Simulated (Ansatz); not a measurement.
ClHOSn

```tsv
atom	x (Å)	y (Å)	z (Å)
Cl	0.5136	-0.8038	3.1214
O	-1.7993	0.2850	1.2129
Sn	-1.0949	-1.5274	1.5513
H	-2.5161	0.3283	0.5736
```

Geometry: PBE0-D4/def2-TZVP; core potentials replace the inner electrons of Sn.

These are results of isolated molecule in a Gaussian basis; Kohn-Sham density functional theory, functional PBE0 (Ansatz 0.2.0), not measurements.

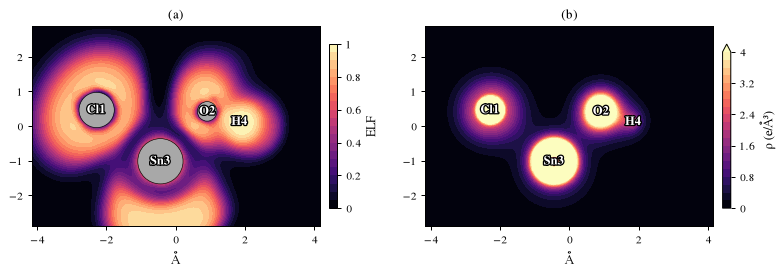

Figure 1. (a) electron localisation function; (b) electron density on the molecular plane. Grey discs cover the atomic cores in the ELF map.

> Read the bonding off the picture.

- The section cuts through Cl, O, Sn and H sites.
- Sn–O (1.97 Å): the density is about 0.81 e/Å³ at the midpoint; the ELF peaks at about 0.85 in the valence shell of O, 0.5 Å from its nucleus, and drops to about 0.15 between the two atoms.
- Sn–Cl (2.36 Å): ρ is about 0.57 e/Å³ halfway; the ELF peaks at about 0.80 in the valence shell of Cl, 0.8 Å from its nucleus, and drops to about 0.15 between the two atoms.
- O–H (0.96 Å): ρ at the midpoint is about 3.7 e/Å³; the ELF climbs to about 1 towards the hydrogen, as it does in any bond to H: a covalent bond by its length.
- The ELF also peaks beside Cl1 and O2, away from the bonds: lone-pair regions.

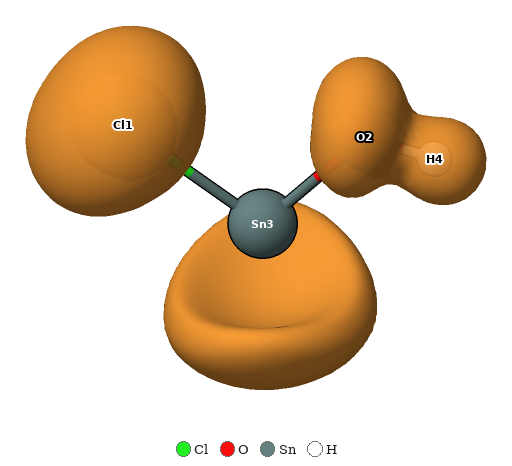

Figure 2. Isosurface of the electron localisation function at 0.75 (orange), seen at a tilt. Only the valence region is drawn (cores and ρ < 0.01 e/Å³ removed).

> What do the ELF domains correspond to?

The ELF exceeds this value in one lobe on Sn, pointing away from the bonds (lone pairs), one region wrapped around Cl (its valence shell) and one joined region spread over several atoms (H, O), in which their bonds and any lone pairs are merged.

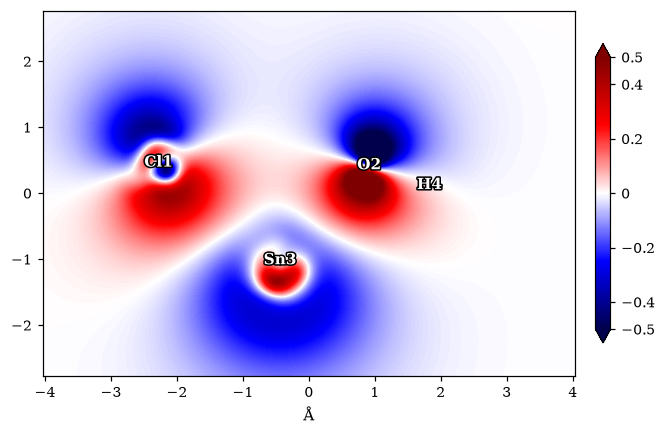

Figure 3. The HOMO on the molecular plane (values in Å⁻³ᐟ²; the overall sign is arbitrary).

> Where does this orbital lie, and at what energy?

By Hirshfeld shares it lies mainly on Sn3 (about 50 %), Cl1 (about 25 %) and O2 (about 25 %); it is symmetric in the molecular plane (an in-plane orbital: σ, lone-pair or in-plane π type). Its energy is −7.70 eV.
